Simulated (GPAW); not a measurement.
Consider Sc3In (Pm-3m).

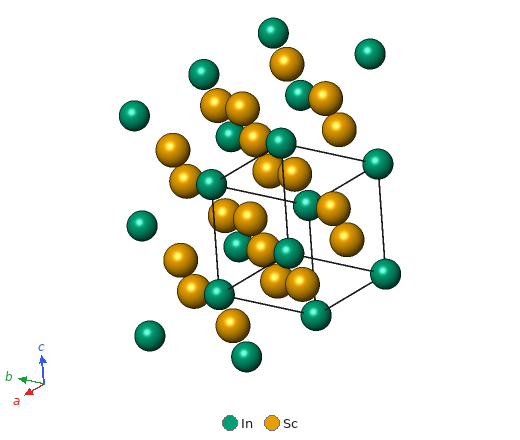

The structure (indium teal, scandium orange). 2×1×2 cells are drawn. Some periodic images of atoms are drawn too.

```cif
data_structure
_symmetry_space_group_name_H-M 'P 1'
_symmetry_Int_Tables_number 1
_cell_length_a 4.5304
_cell_length_b 4.5304
_cell_length_c 4.5304
_cell_angle_alpha 90.000
_cell_angle_beta 90.000
_cell_angle_gamma 90.000
_cell_volume 92.98
loop_
_atom_site_label
_atom_site_type_symbol
_atom_site_fract_x
_atom_site_fract_y
_atom_site_fract_z
_atom_site_occupancy
In1 In 0.00000 0.00000 0.00000 1
Sc2 Sc 0.00000 0.50000 0.50000 1
Sc3 Sc 0.50000 0.00000 0.50000 1
Sc4 Sc 0.50000 0.50000 0.00000 1
```

Absorber: atom 2, with 2 Sc at 3.20 Å, 1 In at 3.20 Å, 2 Sc at 3.20 Å, 1 In at 3.20 Å, 3 Sc at 3.20 Å, 1 In at 3.20 Å, 1 Sc at 3.20 Å and 1 In at 3.20 Å (cuboctahedral, site symmetry 4/mmm). Method: GPAW, LDA, excited-electron core hole (neutral cell), 8-atom cell with 6.4 Å between holes, 5×5×5 k points, dipole transitions, Gaussian full width 0.9 eV up to 4 eV, rising linearly to 3.5 eV at 25 eV.

**Question.** Predict the near-edge structure at the Sc L₃ edge.

Main maxima up to 30 eV above the zero (height): 1.5 eV (5.31), 3.2 eV (2.26), 7.8 eV (0.61) and 19.4 eV (0.52). At an L edge the dipole rule selects empty d (and weakly s) states on the absorber, and the strong line at the onset measures the empty part of its d band. 2p–3d multiplets, which reshape such L edges, aren't in a one-electron spectrum. The total-energy difference is 399.01 eV. Two terms are added: -1.39 eV, since the hole is spin-paired here and a spin-polarised one costs that much less in the free atom (computed apart); −1.63 eV, a third of the tabulated L₂–L₃ splitting, since the scalar-relativistic hole is their mean. The photon energy is then 395.99 eV. The tabulated edge of the element is 398.7 eV. The functional leaves an error of a few eV in such absolute values.

The Sc L₃ spectrum (energy from the lowest empty level; intensity scaled to a mean of 1 over the first 20 eV):

| E (eV) | intensity |
| --- | --- |
| -2.0 | 0.00 |
| -0.5 | 0.47 |
| 1.0 | 4.18 |
| 2.5 | 2.30 |
| 4.0 | 1.17 |
| 5.5 | 0.33 |
| 7.0 | 0.58 |
| 8.5 | 0.56 |
| 10.0 | 0.45 |
| 11.5 | 0.40 |
| 13.0 | 0.43 |
| 14.5 | 0.42 |
| 16.0 | 0.32 |
| 17.5 | 0.39 |
| 19.0 | 0.51 |
| 20.5 | 0.48 |
| 22.0 | 0.39 |
| 23.5 | 0.35 |
| 25.0 | 0.36 |
| 26.5 | 0.36 |
| 28.0 | 0.33 |
| 29.5 | 0.29 |
| 31.0 | 0.30 |

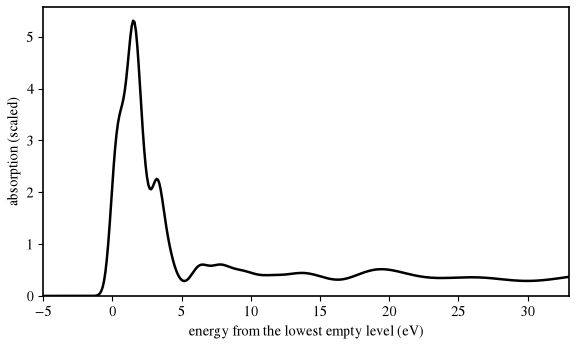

The Sc L₃ edge.

One-electron theory leaves out the 2p–3d multiplets that shape measured L edges of 3d elements, and the L₂ edge isn't added. The holes are only 6.4 Å apart, so the shape is probably not converged with cell size; no larger cell was run here. The mesh is coarse (0.28 Å⁻¹ between points), so small maxima may be mesh ripples. The structure is a computed Materials Project entry and may be a hypothetical form.

[Banner, clock and machine lines of the logs are left out without a mark of their own.]

[Logs are printed without paths, hosts, clocks, repeated set-up lines and the standing remarks that a program may print on its own settings, such as how far it seeks lower states.]

[Hosts, paths, dates, database ids (printed as entryN), source tags and the programs' standing remarks are cut or masked in the printed files.]

[Lists of maxima count a maximum above −3 eV only where it reaches 4 % of the highest in the window and stands out from its surroundings by 2 % of it (1.5 % where it reaches 55 %); shoulders and weaker maxima are passed over, and of the rest the first, up to two pre-edge ones and the few strongest are named.]
